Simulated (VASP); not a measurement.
Band structure of ZrS3 (space group P2_1/m). Calculation: LDA (Ceperley-Alder, Perdew-Zunger), VASP's LDA PAW potentials (set 64) (plane waves; VASP).

The path is coarsely sampled, so an indirect gap can come out somewhat too large.

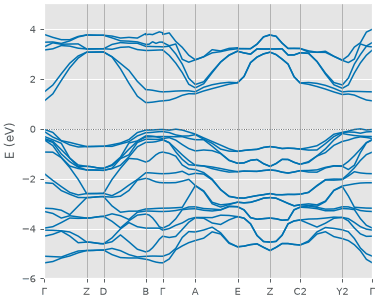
Bands along high-symmetry lines, zero at the valence-band maximum or, without a gap, the Fermi level

Q: Read the plot: is there a gap, and where are the band edges?

A: The gap is indirect, 1.05 eV, from the valence maximum at Y2-Γ at 0.60 to the conduction minimum at B.

The structure comes from a computed database's ZrS3 entry; how it stands against other phases isn't given here. The cell was not relaxed at this level.
